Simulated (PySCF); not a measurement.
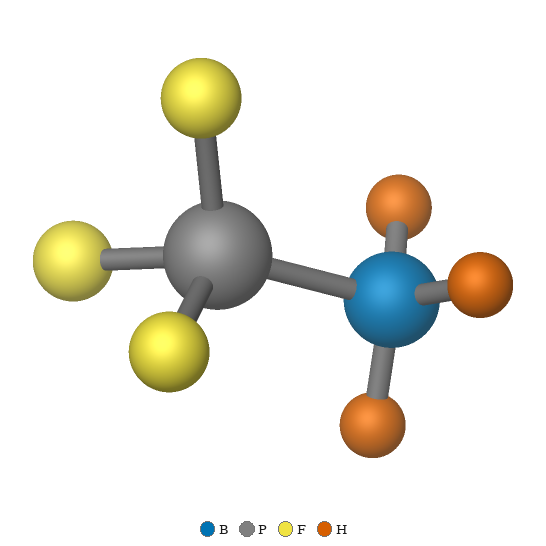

The geometry was computed by an optimisation with PBE0-D3(BJ)/def2-SVP. No frequency run is at hand to confirm it as a minimum.

Give the structural formula.

SMILES: [BH3-][P+](F)(F)F

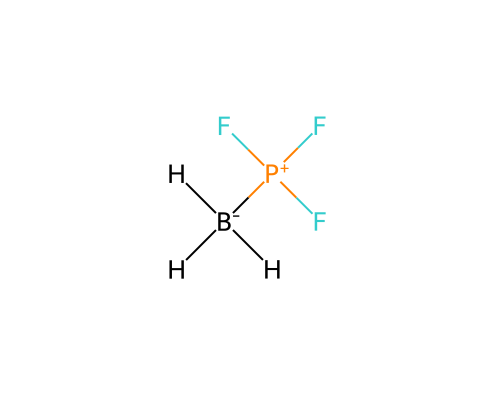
